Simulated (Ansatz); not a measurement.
```xyz
10

C     1.5463   -0.1859    1.6520
F    -2.1847    0.9967    0.0908
F    -0.1251    0.7035   -1.6491
F    -0.8712   -1.4644   -0.1984
Ge   -0.6627    0.2328   -0.0860
N     0.3893    0.6074    1.2882
H     2.4922    0.1984    1.2316
H     1.6498   -0.2361    2.7475
H     1.4134   -1.2173    1.2951
H     0.3701    1.5589    1.6366
```

Geometry: PBE0-D4/def2-SVP.

Level of theory: isolated molecule in a Gaussian basis; Kohn-Sham density functional theory, functional PBE0 (Ansatz).

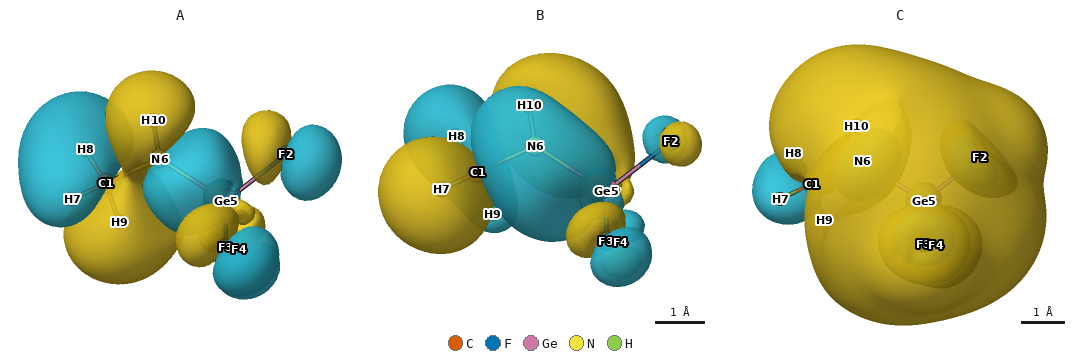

CH$_{4}$F$_{3}$GeN. Three frontier orbitals at ±0.04 Å⁻³ᐟ² (yellow and cyan are the two phases), in no order.

**Which picture is the HOMO−1, the HOMO and the LUMO?**

A is the HOMO−1 (−11.03 eV). It lies mainly on C1 (about 30 %), N6 (about 15 %), H9 (about 15 %), H8 (about 10 %) and Ge5 (about 5 %). B is the HOMO (−8.10 eV). Its weight (Hirshfeld) is mainly on N6 (about 60 %), C1 (about 10 %), Ge5 (about 10 %) and H7 (about 5 %). C is the LUMO (−0.89 eV). Its weight (Hirshfeld) is mainly on Ge5 (about 45 %), F3 (about 10 %), N6 (about 10 %), F4 (about 10 %), F2 (about 10 %) and H10 (about 5 %).

**What is the HOMO–LUMO gap?**

7.21 eV between the orbital energies.
